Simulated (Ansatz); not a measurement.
The starting structures come from a database of crystals and need not be the phases stable at ambient conditions.

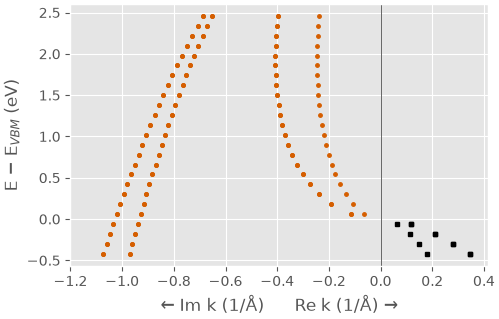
*Complex bands at the centre of the two-dimensional zone; PBEsol run with Ansatz (an electronic-structure program)*

The gap is the functional's own. No spin-orbit coupling. Mid-gap values are interpolated on the energy grid.

Question: This is CaS (Fm-3m, rock salt, not sure to be the ambient phase, 2 atoms a cell, 23.2 Å³ an atom, -2 GPa at this level) along the normal of (111). Read off the slowest decay at the centre of the two-dimensional zone at 1.14 eV, the computed energy nearest the middle of the gap.

Answer: κ ≈ 0.23 1/Å, a decay length 1/(2κ) of the density of 2.2 Å.
